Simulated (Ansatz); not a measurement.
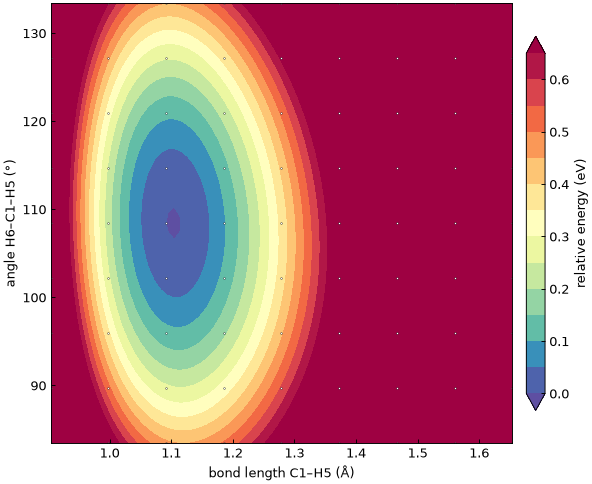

CH₄ISi, SMILES C[SiH]I, spin multiplicity 2. First axis: bond length C1–H5. Second axis: angle H6–C1–H5. Nothing is relaxed (all other coordinates rigid). The scan uses a 9 × 9 grid. Energies are in eV, from the lowest grid point. Computed with Ansatz 0.2.0, UKS r2SCAN-D4/def2-SVP.

The picture shows filled contours, dots at the grid points, one colour for all values above the top of the scale. Between grid points the surface is interpolated.

Where is the minimum, and how stiff is the well along each coordinate?

The interpolated minimum is at bond length C1–H5 ≈ 1.103 Å, angle H6–C1–H5 ≈ 108.4°. The curvatures there are about 32 eV/Å² and 4.8 eV/rad², with a cross term of about 0.8 eV/(Å·rad). Round the minimum the two coordinates are weakly coupled (coupling 0.07 in units of the two stiffnesses).
